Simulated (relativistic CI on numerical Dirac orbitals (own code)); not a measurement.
# Fe²⁺: 3p photoemission multiplets

Aim: the 3p photoemission spectrum of Fe²⁺ in 4 surroundings, from the same atomic integrals.

The numbers are computed with relativistic CI on numerical Dirac orbitals (own code) version 1 (Dirac-Coulomb-Breit CI, KLI orbitals optimised for each configuration, model QED (radiative potential, 1s self-energy scaled to tabulated hydrogen-like ionisation energies), valence Slater integrals scaled by 0.9, multiplet model of photoemission in the sudden approximation), except any that are marked as measured or tabulated.

### 1 Starting point

| Property | Result |
| --- | --- |
| ion | Fe²⁺ (Fe III) |
| nuclear charge | 26 |
| electrons | 24 |
| configurations | [Ar] 3d6 → [Ne] 3s2 3p5 3d6 |
| temperature | 300 K |
| widths | Lorentz 0.8 eV, Gauss 0.6 eV |
| surrounding 1 | free ion |
| surrounding 2 | D3d, 10Dq = 7900, Dsigma = 530, Dtau = -130 cm⁻¹ |
| surrounding 3 | D3d, 10Dq = 12550, Dsigma = -840, Dtau = -30 cm⁻¹ |
| surrounding 4 | Oh, 10Dq = 24850 cm⁻¹ |

### 2 Surrounding 1: free ion

Settings, as recorded:

```ini
atom Fe  Z=26  charge=2  electrons=24
nucleus A=56  rms_radius_fm=3.7377
hamiltonian dirac-coulomb  breit=on  qed=on  c_scale=1
orbitals kli  potential=per-configuration
slater_scale 0.9
correlation none
mixing on
configurations
  [Ar] 3d6
  [Ne] 3s2 3p5 3d6
end
photoemission 3p T=300 lorentz=0.8 gauss=0.6
crystal_field free
```

Results of the run (chosen fields of its result record, rounded):

```text
{
  "status": "converged",
  "curve, one point in 7 above 2 % of the maximum [energy, intensity] [eV; 1/eV]": [
    [77.9, 0.003305],
    [78.6, 0.004578],
    [79.3, 0.006875],
    [80, 0.01184],
    [80.7, 0.02691],
    [81.4, 0.09658],
    [82.1, 0.1498],
    [82.8, 0.0887],
    [83.5, 0.1543],
    [84.2, 0.09308],
    [84.9, 0.04262],
    [85.6, 0.05253],
    [86.3, 0.03864],
    [87, 0.02365],
    [87.7, 0.02249],
    [88.4, 0.04756],
    [89.1, 0.07802],
    [89.8, 0.02593],
    [90.5, 0.009568],
    [91.2, 0.005879],
    [91.9, 0.005459],
    [92.6, 0.007884],
    [93.3, 0.01101],
    [94, 0.007757],
    [94.7, 0.006183],
    [95.4, 0.00448],
    [96.1, 0.004369],
    [96.8, 0.005625],
    [97.5, 0.003892],
    [98.2, 0.003294],
    [98.9, 0.004954],
    [99.6, 0.01365],
    [100.3, 0.02936],
    [101, 0.01374],
    [101.7, 0.009211],
    [102.4, 0.01543],
    [103.1, 0.05014],
    [103.8, 0.07839],
    [104.5, 0.05476],
    [105.2, 0.04834],
    [105.9, 0.01417],
    [106.6, 0.00583],
    [107.3, 0.003321]
  ],
  "sticks, the strongest [energy, strength] [eV, share]": [
    [81.84, 0.1971],
    [82.1, 0.01919],
    [82.15, 0.02028],
    [83.56, 0.1559],
    [83.72, 0.01561],
    [83.77, 0.02989],
    [83.78, 0.02094],
    [84.4, 0.01544],
    [85.77, 0.03521],
    [89.01, 0.107],
    [100.22, 0.03184],
    [103.42, 0.02019],
    [103.67, 0.09174],
    [104.93, 0.06803]
  ],
  "centroid [eV]": 89.4524,
  "spread [eV]": 8.61956,
  "peak [eV]": 81.9,
  "ground_S": 1.99919,
  "radial 3p5 3d6 [Ha, bohr]": {"<r^-3>(3p)": 59.189, "<r^1>(3p)": 0.84438, "<r^2>(3p)": 0.83571, "<r^4>(3p)": 1.1919, "zeta(3p)": 0.037282, "<r^-3>(3d)": 5.7424, "<r^1>(3d)": 0.97523, "<r^2>(3d)": 1.1861, "<r^4>(3d)": 3.0471, "F2(3d,3d)": 0.44286, "F4(3d,3d)": 0.2769, "F2(3p,3d)": 0.47768, "G1(3p,3d)": 0.59155, "G3(3p,3d)": 0.36026, "zeta(3d)": 0.0020368}
}
```

Wall time 0.95 s (1 thread, shared host).

### 3 Surrounding 2: D3d, 10Dq = 7900, Dsigma = 530, Dtau = -130

Changes to the settings of step 2:

```diff
@@ -12,2 +12,2 @@
 photoemission 3p T=300 lorentz=0.8 gauss=0.6
-crystal_field free
+crystal_field D3d 10Dq=7900 Dsigma=530 Dtau=-130
```

From the record:

```text
{
  "status": "converged",
  "curve, one point in 12 above 2 % of the maximum [energy, intensity] [eV; 1/eV]": [
    [77.9, 0.00314],
    [79.1, 0.00556],
    [80.3, 0.01341],
    [81.5, 0.08041],
    [82.7, 0.1394],
    [83.9, 0.1304],
    [85.1, 0.0551],
    [86.3, 0.03722],
    [87.5, 0.02102],
    [88.7, 0.04264],
    [89.9, 0.03417],
    [91.1, 0.00686],
    [92.3, 0.005341],
    [93.5, 0.008835],
    [94.7, 0.005865],
    [95.9, 0.004324],
    [97.1, 0.004871],
    [98.3, 0.003929],
    [99.5, 0.007116],
    [100.7, 0.03267],
    [101.9, 0.01238],
    [103.1, 0.04287],
    [104.3, 0.05795],
    [105.5, 0.03437],
    [106.7, 0.006361]
  ],
  "sticks, the strongest [energy, strength] [eV, share]": [
    [81.95, 0.02641],
    [81.96, 0.03512],
    [81.97, 0.02829],
    [82.01, 0.02016],
    [82.15, 0.02307],
    [83.76, 0.02449],
    [83.88, 0.02759],
    [105.02, 0.0193]
  ],
  "centroid [eV]": 89.4554,
  "spread [eV]": 8.60089,
  "peak [eV]": 82.2,
  "ground_S": 1.99922
}
```

Wall time 1 s (1 thread, shared host).

### 4 Surrounding 3: D3d, 10Dq = 12550, Dsigma = -840, Dtau = -30

Changes to the settings of step 3:

```diff
@@ -12,2 +12,2 @@
 photoemission 3p T=300 lorentz=0.8 gauss=0.6
-crystal_field D3d 10Dq=7900 Dsigma=530 Dtau=-130
+crystal_field D3d 10Dq=12550 Dsigma=-840 Dtau=-30
```

From the record:

```text
{
  "status": "converged",
  "curve, one point in 12 above 2 % of the maximum [energy, intensity] [eV; 1/eV]": [
    [78, 0.003211],
    [79.2, 0.005707],
    [80.4, 0.01387],
    [81.6, 0.08374],
    [82.8, 0.1523],
    [84, 0.1249],
    [85.2, 0.059],
    [86.4, 0.03282],
    [87.6, 0.02002],
    [88.8, 0.02643],
    [90, 0.04635],
    [91.2, 0.008057],
    [92.4, 0.005192],
    [93.6, 0.007065],
    [94.8, 0.006468],
    [96, 0.004104],
    [97.2, 0.0055],
    [98.4, 0.005672],
    [99.6, 0.006572],
    [100.8, 0.03508],
    [102, 0.01506],
    [103.2, 0.04034],
    [104.4, 0.05363],
    [105.6, 0.03049],
    [106.8, 0.007552]
  ],
  "sticks, the strongest [energy, strength] [eV, share]": [
    [82, 0.06991],
    [82.07, 0.01871],
    [82.84, 0.04461],
    [83.88, 0.01396],
    [83.96, 0.03162],
    [89.75, 0.01555],
    [100.79, 0.01861],
    [103.82, 0.02486]
  ],
  "centroid [eV]": 89.4558,
  "spread [eV]": 8.59872,
  "peak [eV]": 82.4,
  "ground_S": 1.99891
}
```

Wall time 1 s (1 thread, shared host).

### 5 Surrounding 4: Oh, 10Dq = 24850

Changes to the settings of step 4:

```diff
@@ -12,2 +12,2 @@
 photoemission 3p T=300 lorentz=0.8 gauss=0.6
-crystal_field D3d 10Dq=12550 Dsigma=-840 Dtau=-30
+crystal_field Oh 10Dq=24850
```

From the record:

```text
{
  "status": "converged",
  "curve, one point in 9 above 2 % of the maximum [energy, intensity] [eV; 1/eV]": [
    [83, 0.006611],
    [83.9, 0.0116],
    [84.8, 0.0272],
    [85.7, 0.08979],
    [86.6, 0.325],
    [87.5, 0.1881],
    [88.4, 0.1048],
    [89.3, 0.03093],
    [90.2, 0.02004],
    [91.1, 0.01283],
    [92, 0.01017],
    [92.9, 0.01287],
    [93.8, 0.01281],
    [94.7, 0.01639],
    [95.6, 0.02541],
    [96.5, 0.01865],
    [97.4, 0.01668],
    [98.3, 0.02057],
    [99.2, 0.0272],
    [100.1, 0.03335],
    [101, 0.01701],
    [101.9, 0.007854],
    [102.8, 0.01195],
    [103.7, 0.007127],
    [107.4, 0.01365]
  ],
  "sticks, the strongest [energy, strength] [eV, share]": [
    [86.06, 0.01364],
    [86.63, 0.4617],
    [87.49, 0.03593],
    [87.6, 0.0462],
    [87.84, 0.05491],
    [88.04, 0.0173],
    [88.2, 0.07017],
    [98.77, 0.0173]
  ],
  "centroid [eV]": 89.9085,
  "spread [eV]": 5.49767,
  "peak [eV]": 86.7,
  "ground_S": 0.00802135
}
```

Wall time 0.92 s (1 thread, shared host).

### 6 Comparison

| surrounding | ground S | centroid (eV) | spread (eV) | up to four highest peaks (% of the highest), eV |
| --- | --- | --- | --- | --- |
| 1: free | 2.00 | 89.45 | 8.62 | 81.9 (100), 83.6 (99), 89.0 (51), 103.6 (51) |
| 2: D3d | 2.00 | 89.46 | 8.60 | 82.2 (100), 83.7 (85), 89.3 (42), 103.8 (46) |
| 3: D3d | 2.00 | 89.46 | 8.60 | 82.4 (100), 89.6 (38), 100.9 (23), 103.9 (43) |
| 4: Oh | 0.01 | 89.91 | 5.50 | 86.7 (100), 95.8 (8), 98.9 (9), 100.2 (10) |

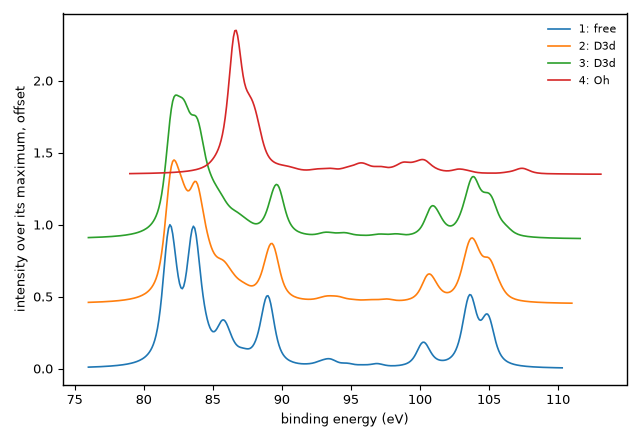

The spectra, each scaled to its maximum and offset.

### 7 Outcome

```
                           quantity         value
            highest peak, first run       81.9 eV
ground spin (effective S from ⟨S²⟩)  0.01 to 2.00
```

The ground spin changes between the runs (2.00 to 0.01), and the line shape with it. The position of the maximum differs by up to 4.8 eV between the surroundings, by shifts of peaks or by peaks exchanging rank. Energies are those of the free ion without screening by ligands; binding energies in solids differ by tens of eV.
